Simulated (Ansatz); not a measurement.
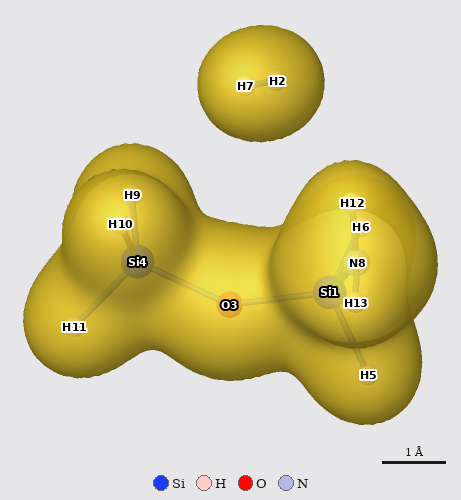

The picture shows: H$_{7}$NOSi$_{2}$···H$_{2}$. Isosurface of the electron density at 0.1 e/Å³ (yellow), seen at a tilt.

The product side of a reaction path; geometry: PBE0-D4/def2-TZVP.

All numbers below come from Ansatz 0.2.0, RKS PBE0-D4/def2-TZVPP.

```tsv
atom	x (Å)	y (Å)	z (Å)
Si	-1.0827	0.0546	-0.9899
H	0.6334	2.2399	1.1656
O	-0.6363	-1.0904	0.0969
Si	0.2789	-1.4428	1.3996
H	-1.9921	-0.6284	-1.9370
H	-1.7489	1.1515	-0.2447
H	1.2882	1.8809	1.1499
N	0.1788	0.7584	-1.8920
H	-0.1985	-0.6933	2.5920
H	1.7020	-1.0836	1.1528
H	0.1824	-2.8995	1.6639
H	0.7639	1.4827	-1.5108
H	0.6312	0.2697	-2.6463
```

How is the density connected at this value?

At this value the surface falls into two separate pieces. It bridges the sampled Si–O (1.63 Å), Si–N (1.70 Å) and H–H (0.75 Å) contacts, where the density stays above the isovalue. It is pinched off along the sampled Si···H (3.48 Å) contacts. On the grid the lowest density along these lines, outside the cores, is 0.02 e/Å³ (Si···H, 3.48 Å), 1 e/Å³ (Si–O, 1.63 Å), 0.98 e/Å³ (Si–N, 1.70 Å) and 1.8 e/Å³ (H–H, 0.75 Å).
